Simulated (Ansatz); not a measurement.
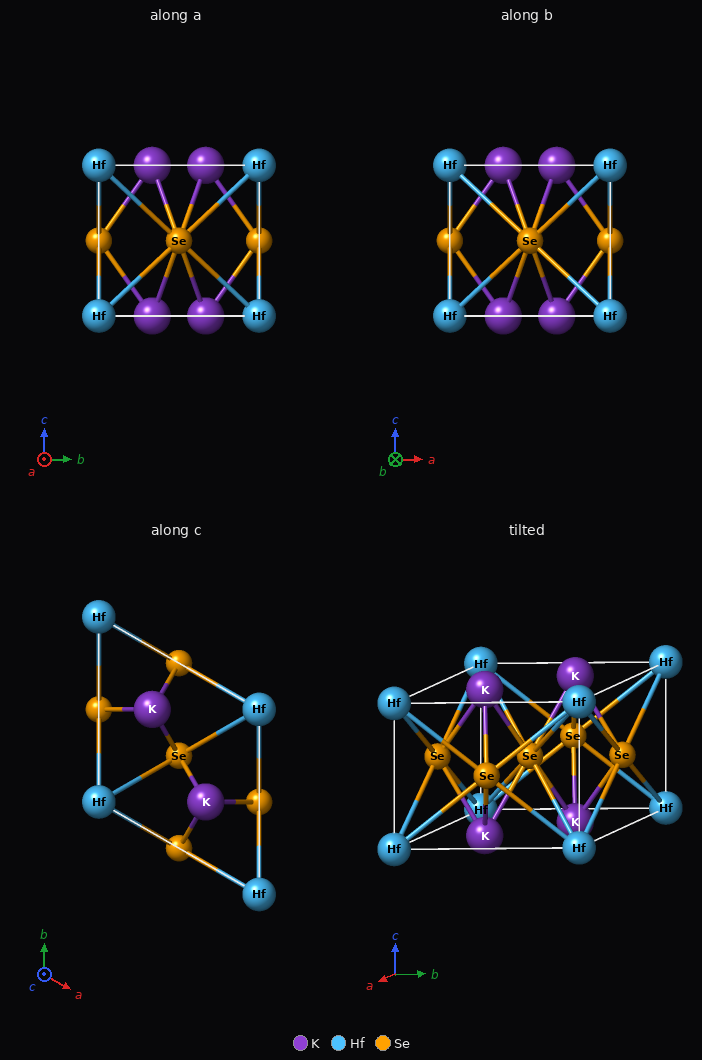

Drawn in the ball-and-stick manner and seen along the a axis, along the b axis, along the c axis and slightly off an axis. The conventional unit cell is outlined; an atom on or near a face, edge or corner is repeated at each equivalent position.

Lattice parameters: a = 6.300 Å, b = 6.300 Å, c = 5.126 Å, α = 90.00°, β = 90.00°, γ = 120.00°.

Convert the drawing into a table of Wyckoff sites.

Answer. Space group P6/mmm (No. 191).
```csv
atom,site,x,y,z
K,2c,0.6667,0.3333,0.0000
Hf,1a,0.0000,0.0000,0.0000
Se,3g,0.0000,0.5000,0.5000
```

The model was built from a structure type filled with these elements by a generator (whether the compound takes this form wasn't checked). It was relaxed with DFT PBE, scalar-relativistic, plane waves, PAW (Ansatz 0.2.0).
